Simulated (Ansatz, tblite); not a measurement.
**C₁₁H₂₁CuS: which spin state is lowest**

Is the singlet the ground state of C₁₁H₂₁CuS? Other spin states are computed and compared level by level.

Program: Ansatz 0.2.0, Gaussian basis. Level of theory: as each input shows. These are calculated values, not measurements.

The runs, in order: triplet, at the geometry of the singlet (GFN1-xTB, PBE0-D4/def2-SVP, PBE-D4/def2-SVP); the singlet's energies come from earlier runs.

3 further runs of the same task are left out: 3 that didn't finish.

### Step 1. The structure

The geometry is that of the singlet, from an earlier relaxation (PBE-D4/def2-SVP).

SMILES `C=CCCCCCCCCC[S][Cu]`, 34 atoms, charge 0, spin multiplicity 1.

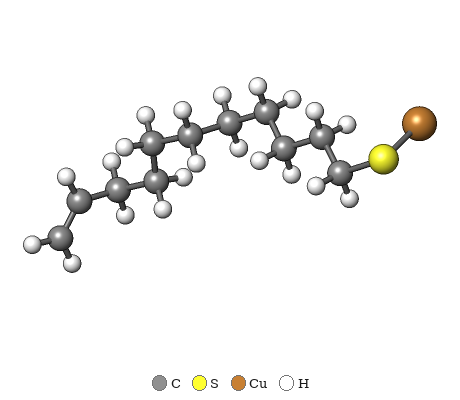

The structure; carbon grey, sulfur yellow, copper orange, hydrogen white.

No spin-orbit coupling is included.

### Step 2. Triplet at the fixed geometry, GFN1-xTB

Tight binding, by tblite at 300 K electronic temperature and without a spin-polarisation term:

```python
tblite.interface.Calculator('GFN1-xTB', numbers, positions, charge=0, uhf=2).singlepoint()
```

Energy -1160.1838 eV; 0.035 s.

### Step 3. Triplet at the fixed geometry, PBE0-D4/def2-SVP

Input file in.yaml:

```yaml
crystal:
  periodic: [false, false, false]
  atoms:
    - {symbol: C, position_ang: [-5.794392, -0.569600, 0.599201]}
    - {symbol: C, position_ang: [-4.870743, 0.076869, -0.134080]}
    - {symbol: C, position_ang: [-3.916384, -0.577008, -1.095066]}
    - {symbol: C, position_ang: [-2.432207, -0.480778, -0.685230]}
    - {symbol: C, position_ang: [-1.867861, 0.944620, -0.655685]}
    - {symbol: C, position_ang: [-0.395351, 1.035141, -0.231259]}
    - {symbol: C, position_ang: [0.596626, 0.400048, -1.213994]}
    - {symbol: C, position_ang: [2.072277, 0.573154, -0.829875]}
    - {symbol: C, position_ang: [2.490327, -0.150222, 0.455369]}
    - {symbol: C, position_ang: [3.981953, -0.009783, 0.771618]}
    - {symbol: C, position_ang: [4.420767, -0.748511, 2.035144]}
    - {symbol: S, position_ang: [6.180999, -0.485646, 2.509976]}
    - {symbol: Cu, position_ang: [7.097801, -0.805947, 0.625218]}
    - {symbol: H, position_ang: [-6.459264, -0.034989, 1.295535]}
    - {symbol: H, position_ang: [-5.921557, -1.663500, 0.525980]}
    - {symbol: H, position_ang: [-4.787825, 1.174342, -0.024544]}
    - {symbol: H, position_ang: [-4.194533, -1.645900, -1.212581]}
    - {symbol: H, position_ang: [-4.033269, -0.109730, -2.100432]}
    - {symbol: H, position_ang: [-2.303138, -0.947769, 0.316848]}
    - {symbol: H, position_ang: [-1.839320, -1.101119, -1.391256]}
    - {symbol: H, position_ang: [-1.991789, 1.408250, -1.661656]}
    - {symbol: H, position_ang: [-2.473391, 1.565322, 0.039154]}
    - {symbol: H, position_ang: [-0.283948, 0.569525, 0.773208]}
    - {symbol: H, position_ang: [-0.123101, 2.105764, -0.097085]}
    - {symbol: H, position_ang: [0.380104, -0.686044, -1.323765]}
    - {symbol: H, position_ang: [0.430374, 0.842917, -2.221409]}
    - {symbol: H, position_ang: [2.303408, 1.658255, -0.729458]}
    - {symbol: H, position_ang: [2.708938, 0.208119, -1.666287]}
    - {symbol: H, position_ang: [2.227279, -1.229553, 0.370899]}
    - {symbol: H, position_ang: [1.902435, 0.235543, 1.317252]}
    - {symbol: H, position_ang: [4.258962, 1.062635, 0.867971]}
    - {symbol: H, position_ang: [4.589041, -0.396904, -0.084185]}
    - {symbol: H, position_ang: [3.836862, -0.382199, 2.908681]}
    - {symbol: H, position_ang: [4.209920, -1.835296, 1.945784]}
basis:
  gaussian: {orbitals: def2-SVP}
magnetization: {spin_polarized: true, initial_magnetization: 2}
hamiltonian: {xc: pbe0, dispersion: d4}
scf: {omitted_lower_state_checks: [starts]}
output: {orbitals: {seedname: orbitals}}
```

The run is started by

```
$ ansatz run in.yaml --threads 4 --pin off --events-out ev --progress --plain --max-ram 6963MiB
```

What it wrote:

```text
Functional definition: PBE0
  name "PBE0"
  cite "Adamo & Barone, J. Chem. Phys. 110, 6158 (1999) doi:10.1063/1.478522"
  cite "Perdew, Burke & Ernzerhof, Phys. Rev. Lett. 77, 3865 (1996) doi:10.1103/PhysRevLett.77.3865"
  parent pbe
  parameter a = 0.25
  parameter kappa = 0.804
  parameter beta = 0.06672455060314922
  exchange = (1 - a)*pbe_x(kappa = kappa, mu = beta*pi^2/3) + a*exact_x
  correlation = pbe_c(beta = beta)
these checks for a lower state are left out or cut short: starts
3212 factors; integrals over basis functions are off by at most 1.2e-3 eV
mean field evaluation 1: about -67148.9120 eV, gradient 7.0e1 eV
mean field evaluation 2: about -66704.5699 eV, gradient 1.7e2 eV
mean field evaluation 4: about -67162.0165 eV, gradient 4.9e1 eV
mean field evaluation 8: about -67176.6746 eV, gradient 4.0e1 eV
mean field evaluation 16: about -67181.4033 eV, gradient 1.8e-5 eV
mean field -67181.40332698 eV, -2468.8710350759 hartree, gradient 4.7e-6 eV, S^2 2.007216; 0 other end points of the search recorded, 0 dependent functions left out
reference -67181.40338924 eV, -2468.8710373639 hartree; 67, 65 occupied and 241, 243 virtual orbitals, 3212 factors
Total energy: -67182.15724288 eV, -2468.8987409740 hartree
Checks for a lower state left out: starts
```

Run time: 17 s. Hardware: 4 threads of AMD EPYC 9R45, shared host; peak memory 2.3 GiB.

From the report: HOMO -4.08 eV, LUMO -4.24 eV (over both spins; with the spin held, an empty level of the minority spin lies below the top filled one); ⟨S²⟩ 2.007 (pure: 2.00).

### Step 4. Triplet at the fixed geometry, PBE-D4/def2-SVP

start.molden holds the orbitals of an earlier run on this state, given as this run's starting guess.

in.yaml: that of step 3 with these lines changed.

```diff
@@ -38,5 +38,5 @@
 basis:
-  gaussian: {orbitals: def2-SVP}
+  gaussian: {orbitals: def2-SVP, initial_orbitals: start.molden}
 magnetization: {spin_polarized: true, initial_magnetization: 2}
-hamiltonian: {xc: pbe0, dispersion: d4}
+hamiltonian: {xc: pbe, dispersion: d4}
 scf: {omitted_lower_state_checks: [starts]}
```

Same command.

What it wrote:

```text
Functional definition: PBE
  name "PBE"
  cite "Perdew, Burke & Ernzerhof, Phys. Rev. Lett. 77, 3865 (1996) doi:10.1103/PhysRevLett.77.3865"
  parent pbe
  parameter kappa = 0.804
  parameter beta = 0.06672455060314922
  exchange = pbe_x(kappa = kappa, mu = beta*pi^2/3)
  correlation = pbe_c(beta = beta)
these checks for a lower state are left out or cut short: starts
3545 factors; their error is unknown
mean field evaluation 1: about -67178.2045 eV, gradient 7.2e0 eV
mean field evaluation 2: about -67178.4153 eV, gradient 2.3e-1 eV
mean field evaluation 4: about -67178.2297 eV, gradient 6.9e-3 eV
mean field evaluation 8: about -67178.2297 eV, gradient 1.3e-5 eV
mean field -67178.22966280 eV, -2468.7544050683 hartree, gradient 1.3e-5 eV, S^2 2.002945; 0 other end points of the search recorded, 0 dependent functions left out
reference -67178.22974300 eV, -2468.7544080158 hartree; 67, 65 occupied and 241, 243 virtual orbitals, 3545 factors
Total energy: -67179.11252100 eV, -2468.7868495086 hartree
Checks for a lower state left out: starts
```

Run time: 5.5 s. Hardware: 4 threads of AMD EPYC 9R45, shared host; peak memory 0.79 GiB.

HOMO -3.25 eV, LUMO -5.24 eV (over both spins; with the spin held, an empty level of the minority spin lies below the top filled one); ⟨S²⟩ 2.003 (pure: 2.00).

### Step 5. Triplet less singlet, vertical

The singlet's energies are those of its earlier runs, whose logs aren't repeated here.

| level | triplet less singlet, vertical (eV) | time |
| --- | --- | --- |
| GFN1-xTB | +3.329 | 0.062 s |
| PBE-D4/def2-SVP | +1.643 | 8.1 s |
| PBE0-D4/def2-SVP | +1.886 | 26 s |

Times add the two runs; a level without a time comes out of a correlated run. Tight binding without a spin term can't rank spin states.

### Step 6. Outcome

| quantity | value |
| --- | --- |
| triplet less singlet, vertical, functionals in def2-SVP | +1.643 (PBE-D4) to +1.886 eV (PBE0-D4) |

What this shows: All functionals put the triplet above the singlet, over a spread of 0.243 eV. The checks for a lower triplet were left out, so another state of that spin may lie lower. The singlet here is a closed shell; an open-shell singlet can lie lower. These are electronic energies, without zero-point motion, entropy or surroundings.
